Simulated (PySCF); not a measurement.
C2H2F4Si, SMILES F/C=C\[Si](F)(F)F, singlet at its B3LYP/def2-SVP optimised geometry (Å):

```
9

F     -0.0065     0.5586     3.0683
C     -0.7143    -0.4983     2.6707
C     -0.8652    -0.8094     1.3821
Si    -0.1415     0.1573     0.0000
F      1.4641     0.1573     0.0000
F     -0.6222    -0.4899    -1.3899
F     -0.5963     1.6966     0.0000
H     -1.1353    -1.0503     3.5180
H     -1.4641    -1.6966     1.1563
```

Method: B3LYP/def2-TZVP (PySCF). Cells within 0.4 Å of a nucleus heavier than hydrogen are left out (blank, or x).

Map of the LUMO amplitude (bohr^(-3/2)) on the plane z = 1.2 Å; orbital energy -1.58 eV, overall sign arbitrary:

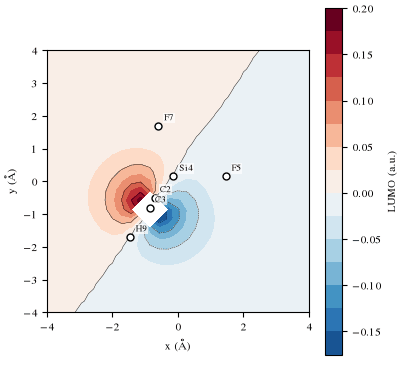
*LUMO amplitude (bohr^(-3/2)) on the plane z = 1.2 Å.*
